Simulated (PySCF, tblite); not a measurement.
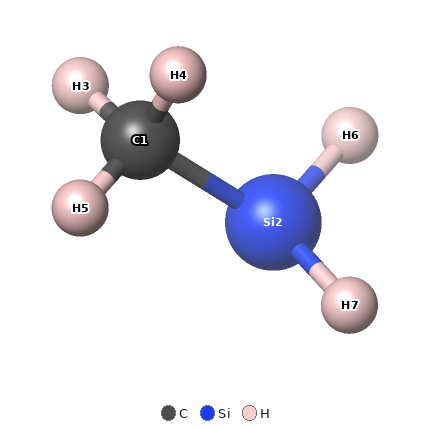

First-order isotropic EPR spectrum (fast tumbling, first derivative) of CH₅Si, SMILES C[SiH2], doublet at 9.30 GHz, Lorentzian lines of 0.06 mT full width at half height, from computed g and hyperfine couplings (B3LYP/pcH-1 with PySCF 2.14.0, at a GFN2-xTB geometry (a minimum by its frequencies), gas phase); values of one conformer, averaged over methyl-type rotors alone; no vibrational averaging; dilute isotopes left out. The SMILES is one Lewis form and needn't show where the spin sits.

Give g and the hyperfine couplings.

g_iso = 2.0037, which centres the spectrum at 331.6 mT; it spans 4.8 mT.

```
    nuclei  isotope  a (mT)  a (MHz)
H3, H4, H5       ¹H    0.97     27.1
    H6, H7       ¹H    0.94     26.3
```

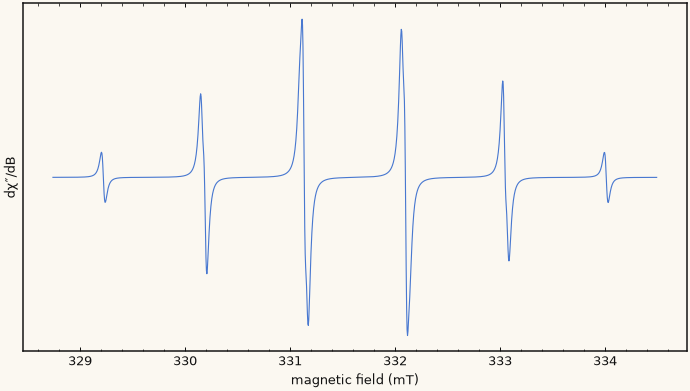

Note: the tight-binding geometry is rougher than a DFT one and adds to the error.
